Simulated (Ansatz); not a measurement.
Hypothetical CsCl type NbAs, response to strain

Consider NbAs in the CsCl type structure (space group Pm-3m, No. 221; a = 3.218 Å; a hypothetical phase, not in the database extracts checked; relaxed with 0.1 eV smearing). Axes: x, y, z lie along the cube axes.

Strains are applied to the cell and any free atomic positions relax; under biaxial strain the out-of-plane vector relaxes too.

All numbers come from Kohn–Sham DFT with the PBE functional, run in Ansatz (a first-principles code) with PAW and 420 eV plane waves, no spin-orbit coupling.

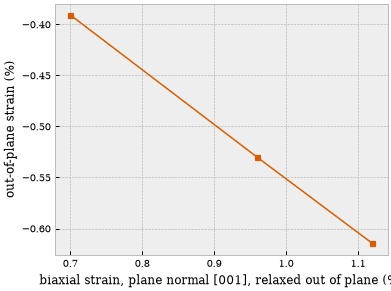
Out-of-plane strain against biaxial strain, plane normal [001], relaxed out of plane

| biaxial strain, plane normal [001], relaxed out of plane (%) | out-of-plane strain |
|---|---|
| 0.7 | -0.39 % |
| 0.96 | -0.53 % |
| 1.12 | -0.61 % |

No phonon test of stability was made. All final runs are without spin polarisation.
